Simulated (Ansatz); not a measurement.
# Hf (Im-3m, 1 atom in the cell): a soft mode frozen in, part 2 of 2

Aim: this structure of Hf (Im-3m, 1 atom in the cell) is to be tested for unstable modes, and one is followed downhill.

Ansatz 0.2.0; DFT LDA, scalar-relativistic, plane waves, norm-conserving pseudopotentials.

So far, highest frequency on the path or at a solved wavevector (cm⁻¹): step 2 (response at finite wavevector) 141. Also lowest frequency on the path (cm⁻¹): step 2 -85.3.

This is not the structure that Hf takes at ambient pressure and room temperature (hexagonal, No. 194); it is a model or a phase of other conditions.

### Step 6. Relaxation from the frozen mode

Starting from the lowest point found, all atoms and the cell are let go, so that strain and other modes of the same symmetry can join in.

The input, input.yaml:

```yaml
crystal:
  lattice:
    - [-1.7144954714, 1.7144954714, 1.7144954714]
    - [0.0, -3.4289909427, 3.4289909427]
    - [5.1434864141, 1.7144954714, 1.7144954714]
  atoms:
    - { symbol: Hf, position: [-0.0665245768, 0.0, 0.0120208092] }
    - { symbol: Hf, position: [0.8165245768, 0.5, 0.2379791908] }
    - { symbol: Hf, position: [0.5665245768, 0.0, 0.4879791908] }
    - { symbol: Hf, position: [0.1834754232, 0.5, 0.7620208092] }
kpoints:
  mp_grid: { grid: [14, 8, 8] }
hamiltonian:
  xc: lda
  pseudopotentials: { kind: nc }
scf:
  occupations: { method: methfessel_paxton, width: 0.15 }
output:
  forces: true
  stress: true
  eigenvalues: true
relax:
  adjacent_minimum: "off"
  f_tol: 0.002
  max_steps: 120
  cell: { stress_tol: 0.03 }
```

On the command line:

```bash
$ ansatz run input.yaml --threads 4 --pin off --max-ram 7168MiB --backend cpu --events-out ev --progress --plain --runs-dir out
```

Numbers of over 12 decimals in the logs are rounded to 6 here.

Output:

```text
[...]
Crystal: 4 atoms, lattice volume = 80.636 Å³
Basis set: ecut = 789.130201 eV, 4005 PW (Γ)
Bands: 29, of which v1, the nominal top of the filled ones, is band 24 counted from 1 (23 counted from 0)
Symmetry: 4 space group operations
[...]
k-points: 290 of 896
[...]
SCF iter   1: F=—  HF=-6143.940545 eV  |F-HF|=—  |Δ(HF+E_count)|=         —  Δρ=3.04e-2  dr2=1.73e0  ethr=3.10e-3  ⟨swp⟩=6.6  Hψ=38817  notcnv=0
[...]
SCF iter   7: F=-6143.522348 eV  HF=-6143.522348 eV  |F-HF|=3.06e-8  |Δ(HF+E_count)|=  8.87e-10  S|Δr|=    0.00e0  Δρ=5.28e-6  dr2=3.73e-8  ethr=2.08e-10  ⟨swp⟩=11.0  Hψ=48634  notcnv=0
SCF 1 converged in 7 iterations: F = -6143.522348 eV  dr2 = 3.73e-8
relax step   1: F+E_penalty+E_count = -6143.52234808 eV  Δ(F+E_penalty+E_count) = +0.000e0 eV  max|allowed force component| = 4.162e-1 eV/Å  Δτ_max = 0.0000 Å  P = +1.385 GPa  Ω = 80.636 Å³  (7 SCF iters, dr2 threshold 1.00e-7 eV, accepted)
Crystal: 4 atoms, lattice volume = 82.820 Å³
Basis set: ecut = 789.130201 eV, 4145 PW (Γ)
[...]
iter 1 solved again at ethr=4.94e-4 eV; its pass at ethr=3.10e-3 eV (dr2=2.37e-1 eV) is discarded
[...]
SCF iter   7: F=-6143.697422 eV  HF=-6143.697422 eV  |F-HF|=8.30e-9  |Δ(HF+E_count)|=   1.97e-7  S|Δr|=    0.00e0  Δρ=4.08e-6  dr2=1.58e-8  ethr=8.33e-10  ⟨swp⟩=10.6  Hψ=50772  notcnv=0
SCF 2 converged in 7 iterations: F = -6143.697422 eV  dr2 = 1.58e-8
relax step   2: F+E_penalty+E_count = -6143.69742218 eV  Δ(F+E_penalty+E_count) = -1.751e-1 eV  max|allowed force component| = 5.322e-1 eV/Å  Δτ_max = 0.1921 Å  P = -1.937 GPa  Ω = 82.820 Å³  energy of the carried Pulay correction = -2.039e-4 eV  (7 SCF iters, dr2 threshold 4.00e-7 eV, accepted)
Crystal: 4 atoms, lattice volume = 82.146 Å³
Basis set: ecut = 789.130201 eV, 4111 PW (Γ)
[...]
SCF iter   5: F=-6143.812264 eV  HF=-6143.812264 eV  |F-HF|=2.60e-7  |Δ(HF+E_count)|=   1.60e-6  S|Δr|=    0.00e0  Δρ=1.84e-5  dr2=3.93e-7  ethr=8.33e-10  ⟨swp⟩=8.4  Hψ=57470  notcnv=0
SCF 3 converged in 5 iterations: F = -6143.812264 eV  dr2 = 3.93e-7
relax step   3: F+E_penalty+E_count = -6143.81226423 eV  Δ(F+E_penalty+E_count) = -1.148e-1 eV  max|allowed force component| = 2.743e-1 eV/Å  Δτ_max = 0.0926 Å  P = -0.560 GPa  Ω = 82.146 Å³  energy of the carried Pulay correction = -1.416e-4 eV  (5 SCF iters, dr2 threshold 4.00e-7 eV, accepted)
[... from here on, the SCF cycles and remarks between the steps are left out ...]
relax step   4: F+E_penalty+E_count = -6143.87524079 eV  Δ(F+E_penalty+E_count) = -6.298e-2 eV  max|allowed force component| = 1.723e-1 eV/Å  Δτ_max = 0.1052 Å  P = +0.559 GPa  Ω = 81.585 Å³  energy of the carried Pulay correction = -8.928e-5 eV  (6 SCF iters, dr2 threshold 4.00e-7 eV, accepted)
relax step   5: F+E_penalty+E_count = -6143.88969208 eV  Δ(F+E_penalty+E_count) = -1.445e-2 eV  max|allowed force component| = 3.993e-2 eV/Å  Δτ_max = 0.0601 Å  P = +0.452 GPa  Ω = 81.537 Å³  energy of the carried Pulay correction = -8.477e-5 eV  (7 SCF iters, dr2 threshold 4.00e-7 eV, accepted)
relax step   6: F+E_penalty+E_count = -6143.88875800 eV  Δ(F+E_penalty+E_count) = +9.341e-4 eV  max|allowed force component| = 5.765e-2 eV/Å  Δτ_max = 0.0464 Å  P = -0.071 GPa  Ω = 81.895 Å³  energy of the carried Pulay correction = -1.182e-4 eV  (5 SCF iters, dr2 threshold 4.00e-7 eV, rejected (line search))
relax step   7: F+E_penalty+E_count = -6143.89192971 eV  Δ(F+E_penalty+E_count) = -2.238e-3 eV  max|allowed force component| = 1.188e-2 eV/Å  Δτ_max = 0.0140 Å  P = -0.010 GPa  Ω = 81.866 Å³  energy of the carried Pulay correction = -1.155e-4 eV  (8 SCF iters, accepted)
relax step   8: F+E_penalty+E_count = -6143.89218304 eV  Δ(F+E_penalty+E_count) = -2.533e-4 eV  max|allowed force component| = 3.413e-3 eV/Å  Δτ_max = 0.0028 Å  P = -0.018 GPa  Ω = 81.875 Å³  energy of the carried Pulay correction = -1.164e-4 eV  (5 SCF iters, dr2 threshold 6.98e-8 eV, accepted)
relax step   9: F+E_penalty+E_count = -6143.89225670 eV  Δ(F+E_penalty+E_count) = -7.366e-5 eV  max|allowed force component| = 2.256e-3 eV/Å  Δτ_max = 0.0026 Å  P = +0.011 GPa  Ω = 81.862 Å³  energy of the carried Pulay correction = -1.151e-4 eV  (5 SCF iters, dr2 threshold 2.73e-8 eV, accepted)
relax step  10: F+E_penalty+E_count = -6143.89225778 eV  Δ(F+E_penalty+E_count) = -1.078e-6 eV  max|allowed force component| = 1.158e-4 eV/Å  Δτ_max = 0.0005 Å  P = -0.001 GPa  Ω = 81.870 Å³  energy of the carried Pulay correction = -1.159e-4 eV  (5 SCF iters, dr2 threshold 3.18e-10 eV, accepted)
relax step  11: F+E_penalty+E_count = -6143.89348163 eV  Δ(F+E_penalty+E_count) = -1.224e-3 eV  max|allowed force component| = 4.278e-5 eV/Å  Δτ_max = 0.0000 Å  P = +0.041 GPa  Ω = 81.870 Å³  stress off target by 1.08e-1 GPa  SCF on the basis re-selected at this cell (its energy is not comparable with the rows above)  (5 SCF iters)
relax step  12: F+E_penalty+E_count = -6143.89350693 eV  Δ(F+E_penalty+E_count) = -2.530e-5 eV  max|allowed force component| = 6.258e-4 eV/Å  Δτ_max = 0.0008 Å  P = -0.000 GPa  Ω = 81.901 Å³  energy of the carried Pulay correction = -2.827e-6 eV  (4 SCF iters, dr2 threshold 2.94e-8 eV, accepted)
[...]
SCF iter   1: F=—  HF=-6143.893328 eV  |F-HF|=—  |Δ(HF+E_count)|=         —  Δρ=3.87e-6  dr2=5.88e-9  ethr=6.77e-8  ⟨swp⟩=5.3  Hψ=72196  notcnv=0
eigensolver tolerance schedule: the retry pair's looser diagonalisation over-reported the residual by 5527.54 of it (diagonalisation noise at 0.14 of the residual, at the tolerance the schedule requests for it); recorded, not acted on — ethr = c·dr2/N_el stays at c = 1.0e-1
SCF iter   2: F=—  HF=-6143.893510 eV  |F-HF|=—  |Δ(HF+E_count)|=   1.82e-4  S|Δr|=    0.00e0  Δρ=2.14e-6  dr2=2.04e-9  ethr=1.23e-11  ⟨swp⟩=4.2  Hψ=24436  notcnv=0
[...]
SCF iter   5: F=-6143.893510 eV  HF=-6143.893510 eV  |F-HF|=5.46e-12  |Δ(HF+E_count)|=  9.09e-12  S|Δr|=    0.00e0  Δρ=6.35e-8  dr2=7.08e-12  ethr=1.00e-12  ⟨swp⟩=9.2  Hψ=51030  notcnv=0
SCF 13 converged in 5 iterations: F = -6143.893510 eV  dr2 = 7.08e-12
relax step  13: F+E_penalty+E_count = -6143.89351033 eV  Δ(F+E_penalty+E_count) = -3.397e-6 eV  max|allowed force component| = 6.294e-4 eV/Å  Δτ_max = 0.0000 Å  P = -0.000 GPa  Ω = 81.901 Å³  stress off target by 2.54e-2 GPa  SCF on the basis re-selected at this cell (its energy is not comparable with the rows above)  (5 SCF iters)
[...]
SCF converged after 5 iterations
[...]
Free energy (F): -6143.893510 eV
[...]
Internal energy: -6143.891785 eV  (E = F + TS)
E sigma→0 (E₀):  -6143.893079 eV
Entropy (-TS):   -0.001726 eV (-0.431 meV/atom)
Fermi energy:    15.572092 eV
[...]
--- Forces (eV/Å), atoms counted from 1 ---
  atom   1  Hf     0.00047520    -0.00062520    -0.00062520
  atom   2  Hf    -0.00047520     0.00062520     0.00062520
  atom   3  Hf    -0.00047265     0.00062939     0.00062939
  atom   4  Hf     0.00047265    -0.00062939    -0.00062939
  max |Σ_I F_I| component: 1.08e-19 eV/Å
--- Stress (GPa, compression-positive) ---
       -0.016767       0.006628       0.006628
        0.006628       0.007859       0.015449
        0.006628       0.015449       0.007859
  P = ⅓ Tr σ = -0.0003 GPa (-0.003 kbar)
--- Band table (eV; the first three rows and the last of 290) ---
  k-point 0: bands = [... 20 lower, 14.1621, 14.4786, 14.7416, 15.3214, 16.7747, 16.8400, 17.3093, 17.7048, ... 1 higher]
  k-point 1: bands = [... 20 lower, 14.2503, 14.5502, 14.9382, 15.3792, 16.5988, 16.7934, 17.1589, 17.4492, ... 1 higher]
  k-point 2: bands = [... 20 lower, 14.5102, 14.8548, 15.0646, 15.5435, 16.3208, 16.7158, 16.7286, 17.2022, ... 1 higher]
  k-point 289: bands = [... 20 lower, 14.2551, 14.2551, 15.2018, 15.2018, 16.0016, 16.0016, 16.9294, 16.9294, ... 1 higher]
--- Relaxed structure (11 steps of the walk, 10 accepted, 2 SCFs on fresh bases) ---
  F+E_penalty+E_count = -6143.89351033 eV   max|allowed force component| = 6.294e-4 eV/Å   (the final SCF, on the basis selected at the relaxed cell)
  cell:  # Å, volume = 81.9007 Å³
    - [-1.862143, 1.697161, 1.697161]
    - [0.0, -3.361738, 3.361738]
    - [5.411362, 1.609628, 1.609628]
  atoms:
    - { symbol: Hf, position: [-0.192098, -6.938893903907228e-18, -0.00919788] }
    - { symbol: Hf, position: [0.942098, 0.500000, 0.259198] }
    - { symbol: Hf, position: [0.554291, 5.551115123125783e-17, 0.483586] }
    - { symbol: Hf, position: [0.195709, 0.500000, 0.766414] }
```

The job ended after 14 min (4 threads of Arm Neoverse N1, shared host; peak memory 1.3 GiB; 52 min of CPU time).

Step by step:

```tsv
step	energy less that of the first step (eV)	largest force component (eV/Å)	pressure (GPa)	volume (Å³)
1	0.0000	0.4162	1.39	80.64
2	-0.1751	0.5322	-1.94	82.82
3	-0.2899	0.2743	-0.56	82.15
4	-0.3529	0.1723	0.56	81.58
5	-0.3673	0.0399	0.45	81.54
6	-0.3664	0.0577	-0.07	81.89
7	-0.3696	0.0119	-0.01	81.87
8	-0.3698	0.0034	-0.02	81.88
9	-0.3699	0.0023	0.01	81.86
10	-0.3699	0.0001	0.00	81.87
11*	-0.3711	0.0000	0.04	81.87
12	-0.3712	0.0006	0.00	81.90
13*	-0.3712	0.0006	0.00	81.90
```

Relaxation steps marked * repeat the geometry before them on a plane-wave basis chosen anew for their cell, so energy and pressure can jump there. Relaxation step 6 was tried and not accepted.

Forces are held to the 4 operations that the run works with; a distortion that breaks them can't arise in this run.

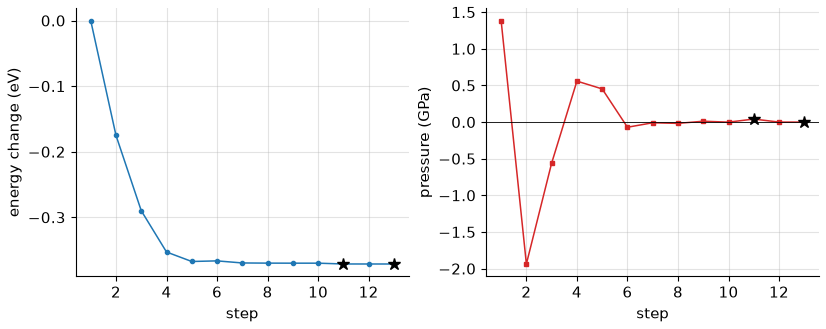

Energy and pressure along the relaxation. Stars mark steps on a basis chosen anew.

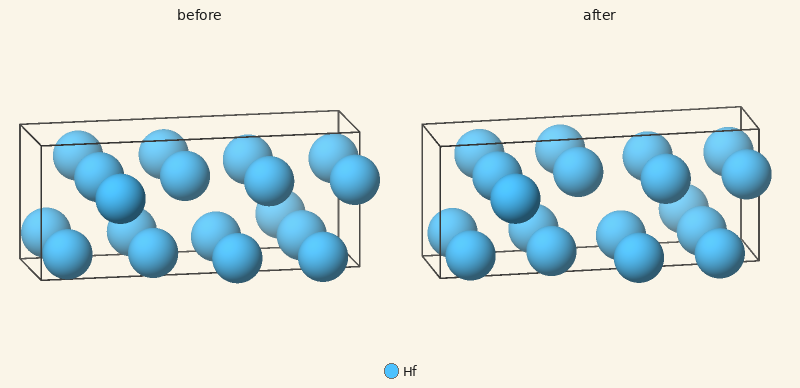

The structure before and after the relaxation, drawn at the same scale.

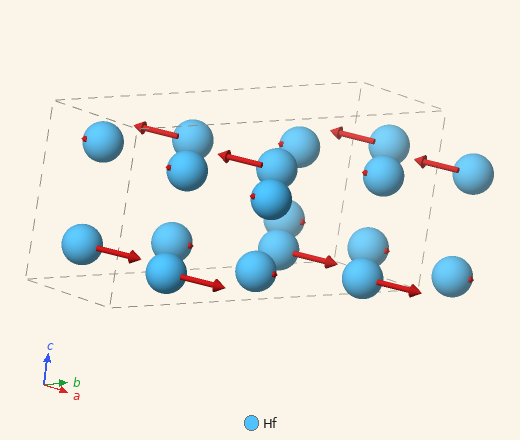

Displacements in the relaxation, exaggerated, measured against the changing cell; the longest in the cell stands for 0.37 Å. 2×1×1 conventional cells are drawn. Some periodic images of atoms are drawn too.

```tsv
cell as run	before	after	change
a (Å)	2.970	3.038	+2.3 %
b (Å)	4.849	4.754	-2.0 %
c (Å)	5.686	5.871	+3.2 %
β (°)	100.02	104.99	+5.0 %
volume (Å³/atom)	20.16	20.48	+1.6 %
```

The atoms that moved most (Å, as changes of fractional coordinates times the final cell):

```tsv
atom	dx	dy	dz	length
Hf2	-0.119	0.247	0.247	0.369
Hf1	0.119	-0.247	-0.247	0.369
Hf3	-0.001	-0.028	-0.028	0.039
Hf4	0.001	0.028	0.028	0.039
```

Final coordinates:

```xyz
4
Lattice="-1.8621 1.6972 1.6972 0.0000 -3.3617 3.3617 5.4114 1.6096 1.6096" Properties=species:S:1:pos:R:3 pbc="T T T"
Hf    0.3079   -0.3408   -0.3408
Hf   -0.3517    0.3352    3.6970
Hf    1.5847    1.7191    1.7191
Hf    3.7829   -0.1151    3.2467
```

This step gave:

```yaml
pressure: -3.50e-4 GPa
volume_per_atom: 20.48 Å³
```

The distorted start has space group P2_1/m; the relaxation ends in Cmcm.

### Step 7. Modes of the new phase, k-mesh 14×8×8

A relaxed structure may still be a saddle point, so its zone-centre modes are computed. No field response is asked, since the mesh shows no gap.

input.yaml, the sections that differ from step 6:

```yaml
crystal:
  lattice:
    - [-1.8621428053, 1.6971611796, 1.6971611796]
    - [0.0, -3.3617377468, 3.3617377468]
    - [5.4113616183, 1.6096277808, 1.6096277808]
  atoms:
    - { symbol: Hf, position: [-0.1920979631, 0.0, -0.0091978762] }
    - { symbol: Hf, position: [0.9420979631, 0.5, 0.2591978762] }
    - { symbol: Hf, position: [0.5542914661, 0.0, 0.4835861046] }
    - { symbol: Hf, position: [0.1957085339, 0.5, 0.7664138954] }
output:
  eigenvalues: true
phonons:
  method: dfpt
# kpoints, hamiltonian, scf: as in step 6
# relax: removed
```

Output:

```text
Engine: ansatz 0.2.0, aarch64-unknown-linux-gnu
Pseudopotentials: kind: nc
Pseudopotential: Hf, nc, valence charge 12, recommended cutoff 789.130201 eV (normal), Hf.nc.azcp (PseudoDojo's, or run here from an input of PseudoDojo's: the run reads no file of this project's for it)
Functional definition: SPW92
  exchange = slater_x
  correlation = pw_c
Crystal: 4 atoms, lattice volume = 81.901 Å³
Basis set: ecut = 789.130201 eV, 4103 PW (Γ), exchange–correlation on 64×96×120 points (8 copies of the dense FFT grid, shifted against one another)
Bands: 29, of which v1, the nominal top of the filled ones, is band 24 counted from 1 (23 counted from 0)
Symmetry: 4 space group operations
k-points: 452 of 896 (irreducible under 1 space group operation, time reversal used)
Non-local potential: Hf, projectors of the file, l = 0: 2, l = 1: 2, l = 2: 2, l = 3: 2
Initial density: superposition of atomic densities (chi_scale 0.1, normalization cell)
Initial wavefunctions: pseudopotential atomic-orbital guess
Functional: x = slater, c = lda
SCF iter   1: F=—  HF=-6144.268625 eV  |F-HF|=—  |Δ(HF+E_count)|=         —  Δρ=3.08e-2  dr2=9.75e-1  ethr=3.10e-3  ⟨swp⟩=6.7  Hψ=58831  notcnv=0
preconditioner: auto → Kerker (q_TF=auto, 2.496 Å⁻¹)  [metal: Δε(μ)=0.001 eV  Ē_g=3.376 eV  σ=0.150 eV  W_gap=0.00  n_scr=14 (ndim 8)  ℏωp=16.4 eV  f_vac=0.000  D(μ)=3.74/eV (n_scr^D=36)]
SCF iter   2: F=—  HF=-6144.030118 eV  |F-HF|=—  |Δ(HF+E_count)|=   2.39e-1  S|Δr|=    0.00e0  Δρ=1.97e-2  dr2=3.80e-1  ethr=2.03e-3  ⟨swp⟩=2.4  Hψ=21053  notcnv=0  defer=25
SCF iter   3: F=—  HF=-6143.893930 eV  |F-HF|=—  |Δ(HF+E_count)|=   1.36e-1  S|Δr|=    0.00e0  Δρ=2.46e-3  dr2=3.15e-3  ethr=7.92e-4  ⟨swp⟩=3.2  Hψ=26844  notcnv=0  defer=25
SCF iter   4: F=—  HF=-6143.893409 eV  |F-HF|=—  |Δ(HF+E_count)|=   5.21e-4  S|Δr|=    0.00e0  Δρ=8.81e-4  dr2=4.82e-4  ethr=6.57e-6  ⟨swp⟩=2.8  Hψ=25029  notcnv=0  defer=26
SCF iter   5: F=—  HF=-6143.893339 eV  |F-HF|=—  |Δ(HF+E_count)|=   7.01e-5  S|Δr|=    0.00e0  Δρ=2.49e-4  dr2=3.71e-5  ethr=1.00e-6  ⟨swp⟩=2.8  Hψ=23318  notcnv=0  defer=26
SCF iter   6: F=—  HF=-6143.893332 eV  |F-HF|=—  |Δ(HF+E_count)|=   7.34e-6  S|Δr|=    0.00e0  Δρ=5.19e-5  dr2=1.90e-6  ethr=7.74e-8  ⟨swp⟩=2.4  Hψ=16963  notcnv=0  defer=26
SCF iter   7: F=—  HF=-6143.893510 eV  |F-HF|=—  |Δ(HF+E_count)|=   1.79e-4  S|Δr|=    0.00e0  Δρ=6.69e-6  dr2=3.06e-8  ethr=3.95e-9  ⟨swp⟩=2.7  Hψ=22884  notcnv=0  defer=32
SCF iter   8: F=—  HF=-6143.893510 eV  |F-HF|=—  |Δ(HF+E_count)|=   4.07e-9  S|Δr|=    0.00e0  Δρ=7.33e-7  dr2=8.94e-10  ethr=6.38e-11  ⟨swp⟩=2.6  Hψ=26120  notcnv=0  defer=32
SCF iter   9: F=—  HF=-6143.893510 eV  |F-HF|=—  |Δ(HF+E_count)|=  1.02e-10  S|Δr|=    0.00e0  Δρ=1.62e-7  dr2=2.51e-11  ethr=1.86e-12  ⟨swp⟩=2.4  Hψ=21502  notcnv=0  defer=32
SCF iter  10: F=-6143.893510 eV  HF=-6143.893510 eV  |F-HF|=0.00e0  |Δ(HF+E_count)|=  2.27e-11  S|Δr|=    0.00e0  Δρ=3.38e-8  dr2=1.04e-12  ethr=1.00e-12  ⟨swp⟩=10.5  Hψ=82324  notcnv=0
SCF 1 converged in 10 iterations: F = -6143.893510 eV  dr2 = 1.04e-12
DFPT response loops at Γ: preconditioner auto → Kerker (q_TF=auto, 2.496 Å⁻¹) (partly filled bands, converged f_vac=0.000); β = 1.00, the filter's whole step (`scf.mixing.beta` (0.50) is not read by the response loops under this deck's `scf.mixing.preconditioner`; to damp them name `kerker` or `kerker_dos`, under which they read `scf.mixing.beta`, and type it under 1.00, their step now; both keys bind the ground state too); Broyden in place of MSR1
the run's response loops start from zero, take more passes and end by a threshold: the memory limit or budget leaves too little room for the subspace of the ground state's own states beside the solves, or none could be made (phonons.method)
```

Run time: 19 min. Hardware: 4 threads; peak memory 6.7 GiB.

The run was cut off at the time limit after its SCF cycle had converged; no result of it is taken.

The program's message: “Warning: RAYON_NUM_THREADS=4”

### Step 8. The phases reached

The phases reached along the modes that were followed are set side by side.

Energies are those of the first relaxation, on the mesh of the frozen mode; space group, volume and gap are those of the last relaxation. Phases, by row:

```tsv
mode frozen in	space group	energy from parent (meV/atom)	volume (Å³/atom)	gap on mesh (eV)	lowest zone-centre optical mode (cm⁻¹)	largest shift (Å)
parent	Im-3m	0	20.16	0	–	–
q = (0, 0, -0.5), 85i cm⁻¹	P6_3/mmc	-144.9	20.61	0	76.2	0.449
q = (0, 0.25, 0.25), 54i cm⁻¹	Cmcm	-114.4	20.48	0	–	0.572
```

### Step 9. Summary of results

```json
{
 "unstable mode of the parent": "q = (0, 0.25, 0.25), 54i cm⁻¹",
 "depth at the lowest point sampled": "21.8 meV/atom",
 "largest atomic shift at that point": "0.22 Å",
 "space group reached (within 0.01 Å)": "Cmcm",
 "energy gained over the parent (first relaxation, on the mesh of the frozen mode)": "114 meV/atom",
 "volume per atom, phase reached": "20.5 Å³"
}
```

Along this mode the structure falls into Cmcm, 114 meV/atom below the parent. At the parent's cell the well is 21.84 meV/atom deep on the steps tried, with its lowest point at a shift of 0.22 Å. Relaxing atoms and cell changes the gain by +92.60 meV/atom against the lowest step (energies at zero smearing). Most of the total comes from this relaxation. The modes of the phase reached were not computed on this path. Of the 2 patterns followed to their end from this parent, this one ends 30.5 meV/atom above the lowest, P6_3/mmc. Each path keeps the symmetry of its pattern, so a lower phase may lie along a pattern not tried. With no gap, or one that is small against the smearing, the frequencies hang on the k mesh and the smearing, most of all near Kohn anomalies. Spin-orbit coupling is left out, which can matter for the heavy elements here. A phonon run warned that its eigensolver left some bands unconverged in a pass.

[Logs are printed without paths, hosts, clocks, repeated set-up lines and the standing remarks that a program may print on its own settings, such as how far it seeks lower states.]

[Hosts, paths, dates, database ids (printed as entryN), source tags and the programs' standing remarks are cut or masked in the printed files.]
